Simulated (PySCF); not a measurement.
Vertical excitations of a molecule CH8N2OSi2 from TDA-PBE/def2-SVPD in PySCF, as energy in eV (oscillator strength): 4.58 (0.003), 4.70 (0.004), 5.04 (0.014), 5.07 (0.004), 5.21 (0.034), 5.55 (0.026), 5.68 (0.002), 5.83 (0.028), 5.92 (0.003), 6.03 (0.039). Lowest triplet (TDA): 4.32 eV. Geometry optimised at B3LYP-D3(BJ)/def2-SVP. One conformer was computed; it need not be the lowest.

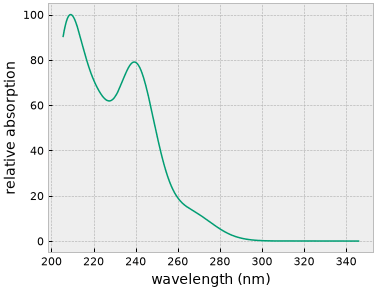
Figure. The lines broadened by 0.4 eV.

**Question.** Identify the compound among the candidates.
A) N[Si@@H]1CO[SiH2]N1
B) N[Si@H]1NC[SiH2]O1
C) N[Si@@H]1CN[Si@H]1O
D) N[Si@]1(O)CN[SiH2]1

**Answer.** D, N[Si@]1(O)CN[SiH2]1
